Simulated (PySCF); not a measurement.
C3H13BGeSi (SMILES CB(C)[SiH2][CH2][GeH3])

| atom | x (Å) | y (Å) | z (Å) |
| --- | --- | --- | --- |
| C | -1.9332 | 1.5412 | 0.2520 |
| B | -1.5094 | 0.1220 | -0.2611 |
| C | -2.1323 | -1.1705 | 0.3642 |
| Si | -0.0920 | -0.0151 | -1.7212 |
| C | 1.5610 | 0.6295 | -1.0479 |
| Ge | 2.1203 | -0.2659 | 0.5980 |
| H | -2.9414 | 1.5726 | 0.6966 |
| H | -1.8140 | 2.3681 | -0.4638 |
| H | -1.2297 | 1.7473 | 1.0857 |
| H | -2.6133 | -1.0258 | 1.3447 |
| H | -1.4586 | -2.0406 | 0.3974 |
| H | -2.9378 | -1.4538 | -0.3457 |
| H | -0.4774 | 0.8000 | -2.9247 |
| H | 0.1191 | -1.4245 | -2.1947 |
| H | 1.4724 | 1.7080 | -0.8363 |
| H | 2.3513 | 0.5094 | -1.8063 |
| H | 3.5028 | 0.2283 | 1.0674 |
| H | 1.0912 | 0.0255 | 1.7119 |
| H | 2.1796 | -1.7915 | 0.3880 |

Geometry: PBE0-D3(BJ)/def2-SVP.

Level of theory: CAM-B3LYP/def2-SVPD, SCF density, gas phase in PySCF.

> What can the converged electron density and electron localisation function tell about the bonding?

C–B (1.57 Å): ρ at the midpoint is about 1.4 e/Å³; the ELF peaks at about 1 between the atoms, as expected for a covalent bond.
Si–B (2.04 Å): the density is about 0.81 e/Å³ at the midpoint; the ELF peaks at about 1 between the atoms, as expected for a shared electron pair.
Si–H (1.50 Å): the density is about 0.74 e/Å³ at the midpoint; the ELF climbs to about 1 towards the hydrogen, as it does in any bond to H.

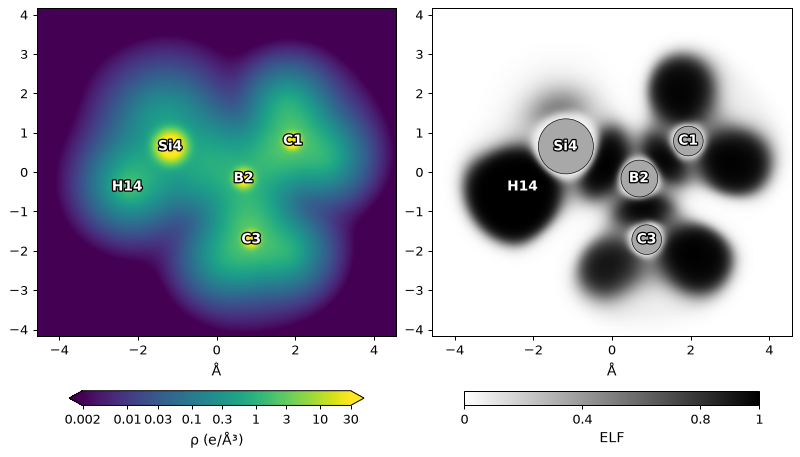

Computed electron density and electron localisation function on the plane of atoms C1, B2 and Si4, in this order. Grey discs cover the atomic cores in the ELF map. 
